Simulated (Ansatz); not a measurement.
O2Ru

Input file:

```
crystal:
  periodic: [false, false, false]
  atoms:
    - {symbol: Ru, position_ang: [0.013916, 0.135537, -0.202281]}
    - {symbol: O, position_ang: [-1.598902, -0.304544, -0.167037]}
    - {symbol: O, position_ang: [1.584986, 0.169006, 0.369308]}
basis:
  gaussian: {orbitals: def2-TZVP, initial_orbitals: start.molden}
hamiltonian: {xc: pbe0, dispersion: d4}
output: {orbitals: {seedname: orbitals}}
```

Run with:

```sh
ansatz run in.yaml --threads 4 --pin off --events-out ev --progress --plain --max-ram 3916MiB
```

Geometry: B3LYP-D4/def2-TZVP; core potentials replace the inner electrons of Ru.

The calculation used RKS PBE0-D4/def2-TZVP in Ansatz.

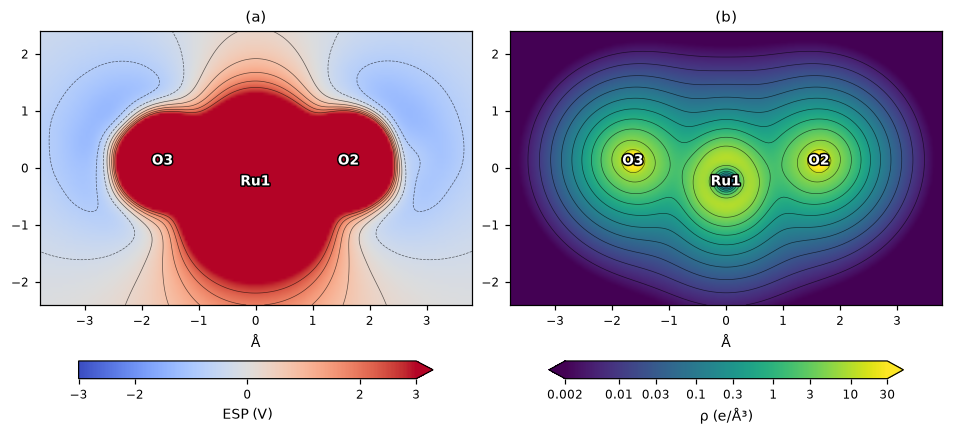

Figure 1. (a) molecular electrostatic potential; (b) electron density on the molecular plane.

> Describe what can be read from this map.

- The section cuts through Ru and O sites.
- Ru–O (1.67 Å): ρ is about 1.9 e/Å³ halfway.
- Outside the dense part of the molecule the potential is most negative (−1.3 V) near O2 and O3.

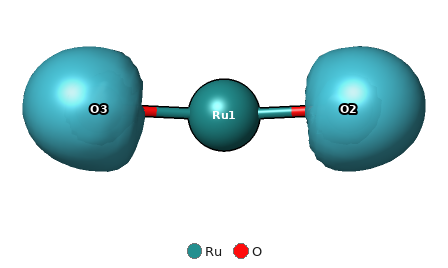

Figure 2. Isosurface of the electron localisation function at 0.75 (cyan), seen from one side. Core shells and regions of very low density are left out.

> Describe the localisation domains.

The surface consists of two regions wrapped around O (the valence shell of each).


Ru–O (1.67 Å): the ELF peaks at about 0.80 in the valence shell of O, 0.5 Å from its nucleus, and drops to about 0.35 between the two atoms.

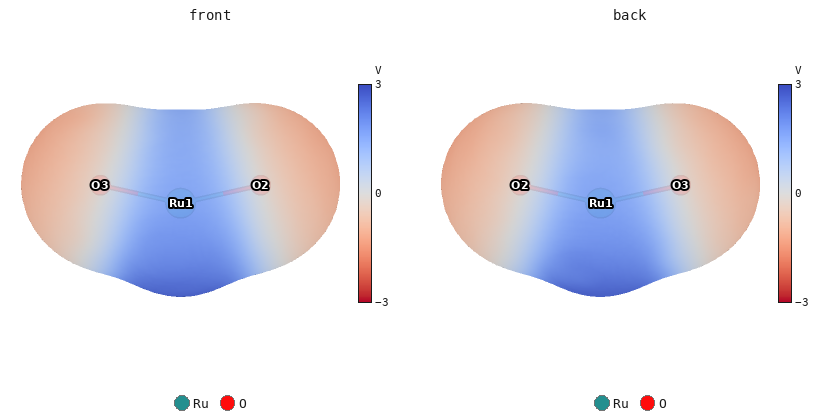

Figure 3. The molecular electrostatic potential painted on the density surface at 0.002 e/bohr³, seen from the front and from behind; the colour scale runs from red (negative) to blue (positive).

> Where is the surface potential most negative and most positive?

The most negative region (about −1.2 V) lies over O2 and O3, the most positive (about +2.6 V) over Ru1.

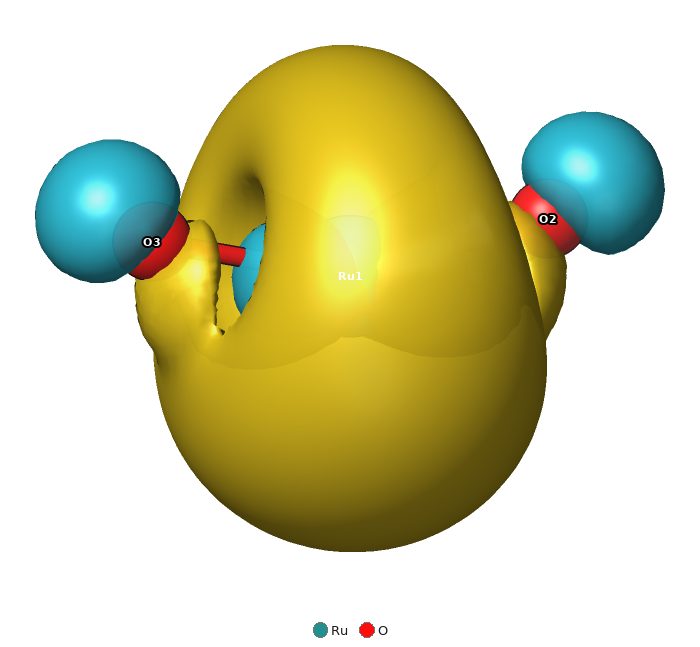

Figure 4. The LUMO at ±0.1 Å⁻³ᐟ² (yellow and cyan are the two phases), seen at a tilt.

> What is the character of this orbital?

Its weight (Hirshfeld) is mainly on Ru1 (about 85 %), O2 (about 10 %) and O3 (about 10 %). Its energy is −4.28 eV.
